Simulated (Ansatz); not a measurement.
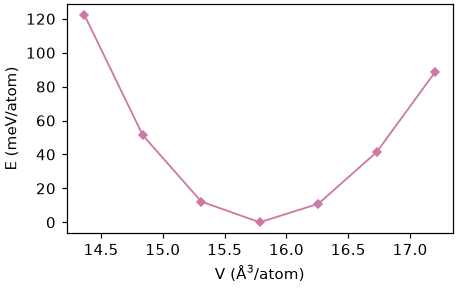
Figure. Mo (bcc (W type), Im-3m) under volume change, the program Ansatz at the PBE level (PAW), scaled uniformly.

Task: What does a third-order Birch–Murnaghan fit give for V₀, B₀ and B′?

Result: V₀ = 15.78 Å³/atom, B₀ = 260 GPa, B′ = 4.3.

The PBE relaxation kept the symmetry of its start. No spin polarisation was allowed.

Potentials: the earlier of the program's two PAW sets.
